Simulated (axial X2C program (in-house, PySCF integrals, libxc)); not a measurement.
**FTiF⁻: bond lengths and stretches, held linear**

How do method and spin–orbit coupling move the bonds and stretches of FTiF⁻, held linear?

Method: all-electron X2C, two-component (2c) or spin-free, F dyall-av3z, Ti dyall-v3z; program: an in-house X2C program for linear molecules on PySCF integrals.

All values are calculated.

2 further runs of the same task are left out: 2 set aside as unsound or not needed.

## 1. The job

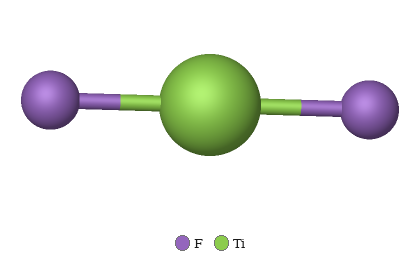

The atoms on one line, bonds 2.000 and 2.000 Å (fluorine purple, titanium green).

task.json reads:

```json
{"zs": [9, 22, 9], "q": -1, "bas": ["dyall-av3z", "dyall-v3z", "dyall-av3z"], "r0": [2.0, 2.0], "symm": 1, "scan": ["PBE0", "HF", "LDA"], "levels": ["PBE0", "HF", "r2SCAN"], "nst": 2}
```

Keys: zs atomic numbers; q charge; bas basis sets; r0 starting distance in Å; symm equal bonds; scan levels of the two-bond scan (MP2 follows by itself at each HF point); levels methods; nst determinants followed.

Run with:

```bash
> python solin.py task.json out
```

Masses F 18.998, Ti 47.948, F 18.998 u.

## 2. Scan at PBE0, 2c

State: Ω = 3/2 (beyond evenly filled blocks: ω = 1/2, ω = -3/2, ω = 5/2). Energies above the lowest point, from the job's result record:

```
r(F–Ti) (Å)  r(Ti–F) (Å)  E (meV)
     1.8320       1.8320    50.74
     1.8320       1.8790    22.99
     1.8320       1.9260    32.15
     1.8790       1.8320    22.99
     1.8790       1.8790     0.00
     1.8790       1.9260    13.44
     1.8790       1.9729    54.92
     1.9260       1.8320    32.15
     1.9260       1.8790    13.44
     1.9260       1.9260    30.73
     1.9729       1.8790    54.92
     1.9729       1.9729   123.71
```

A quadratic surface with cubic terms in each bond gives the minimum at 1.883 and 1.883 Å, force constants 2.57, 2.57 and coupling 0.28 mdyn/Å.

## 3. Scan at HF, 2c

State: Ω = 3/2 (beyond evenly filled blocks: ω = 1/2, ω = -3/2, ω = 5/2). Energies above the lowest point, from the job's result record:

```
r(F–Ti) (Å)  r(Ti–F) (Å)  E (meV)
     1.8320       1.8320   119.06
     1.8320       1.8790    63.83
     1.8320       1.9260    51.39
     1.8790       1.8320    63.83
     1.8790       1.8790    13.13
     1.8790       1.9260     4.75
     1.8790       1.9729    29.41
     1.9260       1.8320    51.39
     1.9260       1.8790     4.75
     1.9260       1.9260     0.00
     1.9729       1.8790    29.41
     1.9729       1.9729    58.76
```

A quadratic surface with cubic terms in each bond gives the minimum at 1.910 and 1.910 Å, force constants 2.62, 2.62 and coupling 0.26 mdyn/Å.

## 4. Scan at LDA, 2c

State: Ω = 3/2 (beyond evenly filled blocks: ω = 1/2, ω = -3/2, ω = 5/2). Energies above the lowest point, from the job's result record:

```
r(F–Ti) (Å)  r(Ti–F) (Å)  E (meV)
     1.8320       1.8320     0.00
     1.8320       1.8790     6.62
     1.8320       1.9260    47.22
     1.8790       1.8320     6.62
     1.8790       1.8790    18.15
     1.8790       1.9260    63.18
     1.8790       1.9729   133.47
     1.9260       1.8320    47.22
     1.9260       1.8790    63.18
     1.9260       1.9260   112.20
     1.9729       1.8790   133.47
     1.9729       1.9729   263.26
```

A quadratic surface with cubic terms in each bond gives the minimum at 1.845 and 1.845 Å, force constants 2.83, 2.83 and coupling 0.29 mdyn/Å.

## 5. Comparison

| level | r(F–Ti) (Å) | r(Ti–F) (Å) | lower stretch (cm⁻¹) | upper stretch (cm⁻¹) |
| --- | --- | --- | --- | --- |
| PBE0, 2c | 1.883 | 1.883 | 504.5 | 605.5 |
| HF, 2c | 1.910 | 1.910 | 507.5 | 614.0 |
| LDA, 2c | 1.845 | 1.845 | 527.9 | 637.5 |
| MP2, 2c | 1.895 | 1.895 | 501.3 | 598.2 |
| PBE0, spin-free | 1.883 | 1.883 | 504.7 | 605.7 |
| HF, spin-free | 1.910 | 1.910 | 507.7 | 614.4 |
| LDA, spin-free | 1.844 | 1.844 | 528.0 | 637.6 |
| MP2, spin-free | 1.895 | 1.895 | 501.5 | 598.3 |

Scans not shown above were run alike.

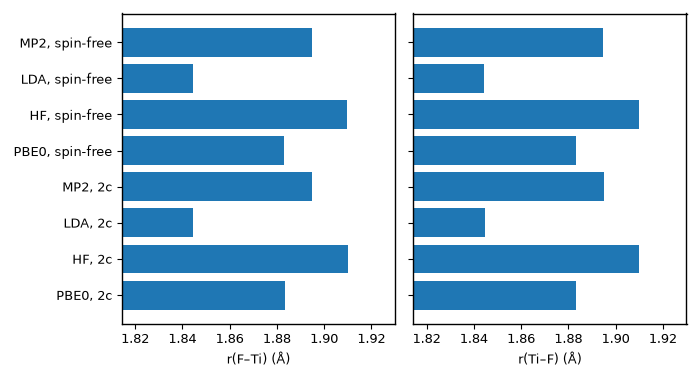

The two bond lengths by level.

**Reading.** Over the levels the F–Ti bond spans 1.844 to 1.910 Å and the Ti–F bond 1.844 to 1.910 Å. At PBE0 spin–orbit coupling leaves both bonds unchanged to 0.001 Å. Each state is one determinant, the lowest of a limited PBE0 search; the stretches come from a fit to few points and are good to some per cent at best. The stretches are sorted by size, and where the two bonds are alike the symmetric and antisymmetric modes can swap order between levels. MP2 freezes inner shells (threshold -2 hartree). For an anion the highest level of a functional can be positive, and the basis then holds the extra electron. The molecule was held linear; bending was not examined, so a bent shape may lie lower. Note: several unpaired electrons, one determinant need not be a pure state.
